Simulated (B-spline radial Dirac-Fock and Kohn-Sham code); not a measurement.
The platinum atom ([Xe] 4f14 5d9 6s1). Level of theory: independent-particle rates on relativistic LDA orbitals of the hole state (multipoles to L = 3), energies from Dirac–Fock ΔSCF; calculated with a radial B-spline solver.

Before looking at the plot, say what to expect. Its caption: X-ray emission lines that fill an L3 (2p3/2) hole, as sticks, on a logarithmic intensity axis. Multiplet splitting by the open shell is left out.

The strongest line is L3-M5 (Lα1) at 9.4412 keV with 71.2 % of the photons, then L3-N5 (Lβ2) at 11.246 keV (13 %), L3-M4 (Lα2) at 9.3608 keV (8.1 %), L3-M1 (Ll) at 8.2595 keV (3.8 %), L3-N4 at 11.229 keV (1.4 %). The hole has a width of 5.40 eV and a fluorescence yield of 0.300.

The result:

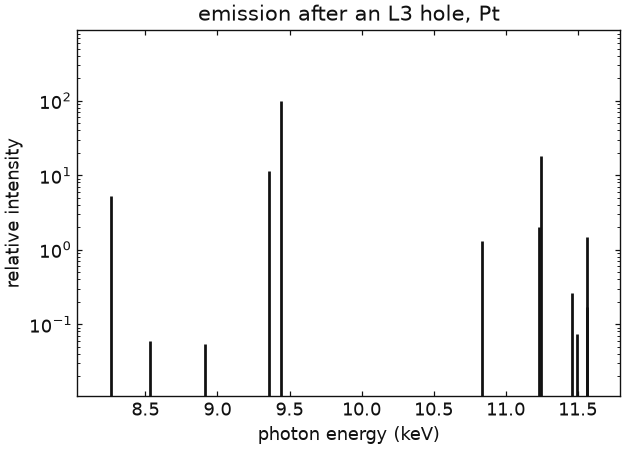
